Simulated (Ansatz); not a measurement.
The parent structure is InSb in the zinc blende structure (space group F-43m, No. 216; a = 6.556 Å).

One thing is altered: an isotropic linear strain of −3.00 %, atoms relaxed at fixed cell.

Computed with r2SCAN/PAW in Ansatz (a first-principles code), without spin-orbit coupling.

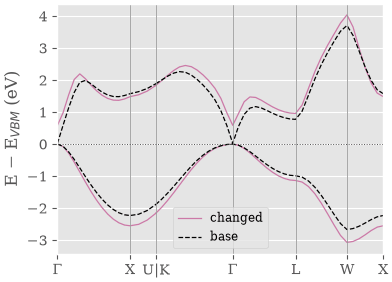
*Highest valence and lowest conduction band along the path, each from its own valence-band maximum*

The gap is 0.59 eV, direct at Γ; the base has zero.

With Sb present, leaving out spin-orbit coupling can change the band edges. No phonon test of stability was made. The final runs are not spin-polarised. Gaps under 0.05 eV, about the width of the smearing, are given as zero. A zero or small gap of InSb can be the functional's error rather than a property of the material.
